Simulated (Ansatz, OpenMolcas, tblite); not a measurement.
Si2H4ClF (SMILES F[SiH]([SiH3])Cl): methods side by side

The species is Si2H4ClF (8 atoms), meant as a singlet with charge 0. As SMILES, `F[SiH]([SiH3])Cl`. Geometry: relaxed at PBE0-D4/def2-TZVP.

Each level gives the vertical energy of the triplet above the singlet (eV). The values are calculated.

| level | kind | program | value (eV) | less CCSD(T)/def2-SVP |
| --- | --- | --- | --- | --- |
| IPEA1-xTB | semi-empirical | tblite | 4.40 | -2.07 |
| HF/def2-SVP | Hartree–Fock | OpenMolcas | 6.48 | +0.01 |
| PBE/def2-SVP | GGA | OpenMolcas | 5.60 | -0.87 |
| M06-L/def2-SVP | meta-GGA | OpenMolcas | 6.02 | -0.45 |
| PBE0/def2-SVP | global hybrid | Ansatz | 5.95 | -0.52 |
| wB97X/def2-SVP | range-separated hybrid | Ansatz | 6.33 | -0.14 |
| PBE-QIDH/def2-SVP | double hybrid | Ansatz | 6.36 | -0.11 |
| RPA@PBE/def2-SVP | RPA | Ansatz | 6.25 | -0.22 |
| CCSD(T)/def2-SVP | coupled cluster or CI | Ansatz | 6.47 | 0.00 |

Differences are taken from CCSD(T)/def2-SVP for orientation; it has basis-set and higher-order errors of its own. The values span 4.40 to 6.48 eV. A triplet this far above the singlet is often a Rydberg-like or dissociative state; sets without diffuse functions put Rydberg states too high. The second state's dipole differs much between rows, so they may not all be the same state.

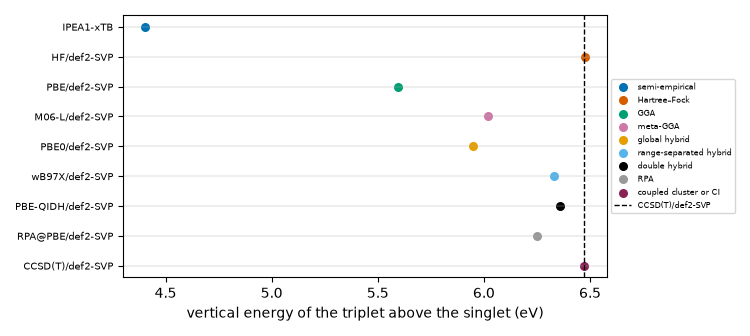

The values of the table, level by level.
